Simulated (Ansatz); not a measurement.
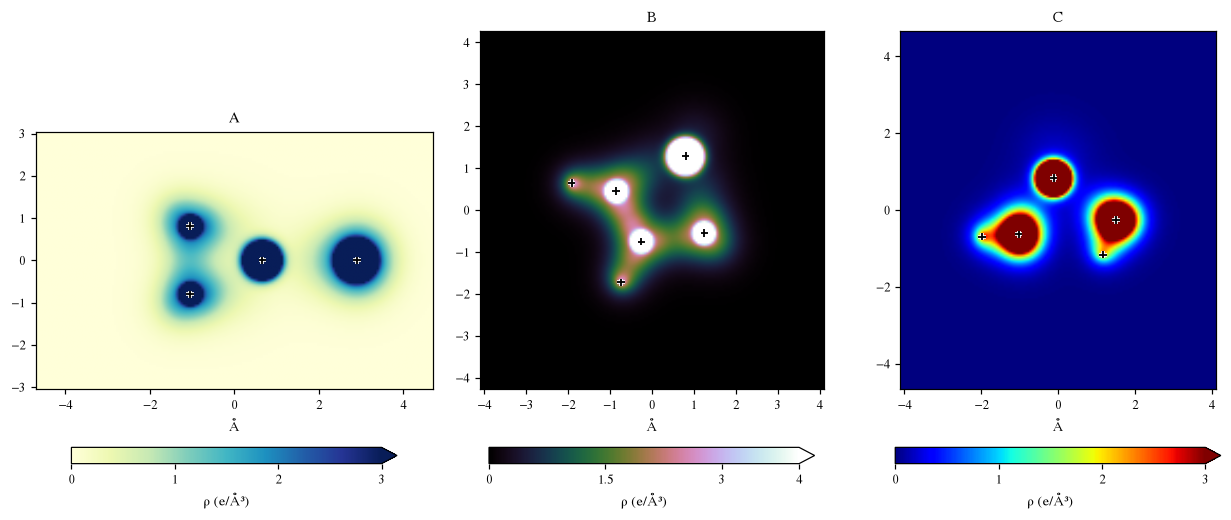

The total electron density of 3 systems, each on a plane through atoms (crosses mark nuclei in the plane).

Computed with Ansatz, RKS PBE0-D4/def2-TZVPP.

System 1: C3H6Si (SMILES C1=C[SiH2]C1), the plane of atoms Si3, C2 and H6. Geometry: PBE0-D4/def2-TZVP.

```yaml
atoms:
  - { symbol: C, position_ang: [-0.7437, 0.7956, -0.2679] }
  - { symbol: C, position_ang: [-1.1116, -0.4824, -0.4578] }
  - { symbol: Si, position_ang: [0.5322, -1.0606, 0.1695] }
  - { symbol: C, position_ang: [0.6665, 0.8279, 0.2892] }
  - { symbol: H, position_ang: [-1.3408, 1.6861, -0.4718] }
  - { symbol: H, position_ang: [-2.0594, -0.8344, -0.8437] }
  - { symbol: H, position_ang: [1.4438, -1.7473, -0.7886] }
  - { symbol: H, position_ang: [0.5630, -1.8266, 1.4473] }
  - { symbol: H, position_ang: [0.7416, 1.2661, 1.2875] }
  - { symbol: H, position_ang: [1.3913, 1.3244, -0.3606] }
```

System 2: C2H4AlBr, the plane of atoms C3, Al2 and C4. Geometry: PBE0-D4/def2-TZVP.

```xyz
8

Br   -0.7804   -0.6695    3.2921
Al   -0.2681   -0.2413    1.1587
C     0.4856    0.7699   -0.2477
C    -0.2393   -0.5975   -0.6962
H     1.5560    0.7922   -0.4451
H     0.0183    1.6718   -0.6395
H    -1.1093   -0.4520   -1.3342
H     0.4294   -1.3308   -1.1440
```

System 3: AlH5O4 (SMILES [OH][Al-]([OH])([OH])[OH2+]), the plane of atoms O4, Al2 and O5. Geometry: PBE0-D4/def2-TZVP.

```xyz
10

O    -1.4001    0.8011    0.6989
Al   -0.1117   -0.2455    0.2478
O     0.7823   -0.8693    1.5611
O    -0.2018   -1.1045   -1.2444
O     0.8573    1.1751   -0.7039
H    -1.7017    0.8374    1.6044
H     1.4384   -1.5524    1.4421
H    -0.6620   -1.9283   -1.3787
H     0.2881    1.9499   -0.5984
H     0.7945    0.8851   -1.6260
```

Q: Which map belongs to which system?

A: Panel A is system 2, C2H4AlBr: the plane holds Br, Al and C. C–C (1.61 Å): ρ at the midpoint is about 1.4 e/Å³. Panel B is system 1, C3H6Si: the plane holds C, Si and H. C–C (1.34 Å): ρ at the midpoint is about 2.3 e/Å³. Panel C is system 3, AlH5O4: the plane holds Al, O and H. Al–O (1.72 Å): ρ at the midpoint is about 0.86 e/Å³.
